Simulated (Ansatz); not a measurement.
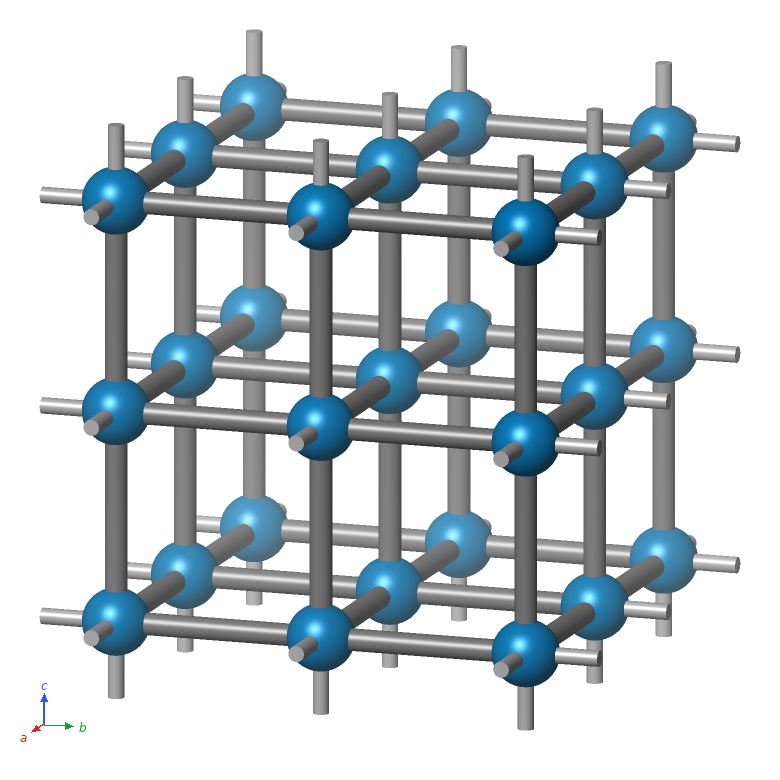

The picture shows a finite piece of the underlying net of a crystal structure, nodes on the atoms' positions. Nodes are coloured by topological kind. Short stubs are edges that leave the cut-out.

**Describe the net.**

A uninodal 6-connected, three-periodic net. It is the pcu net, known from NaCl, ReO3 and the B-X framework of perovskite.

**Give point symbol and coordination sequence.**

4¹²·6³, sequence 6, 18, 38, 66, 102.

Where the net comes from. Ti6C (space group Pm-3m, No. 221): coordinates from a relaxation with DFT PBE, scalar-relativistic, plane waves, PAW (Ansatz 0.2.0); the starting structure was generated, so it need not be a known form of this composition. Bonds are taken as C–Ti below 2.4 Å and Ti–Ti below 2.2 Å; no other contact counts. The graph is simplified in the usual way: terminal and isolated atoms are pruned, two-connected atoms become edges. C is a 6-connected node. Ti becomes part of the edges.
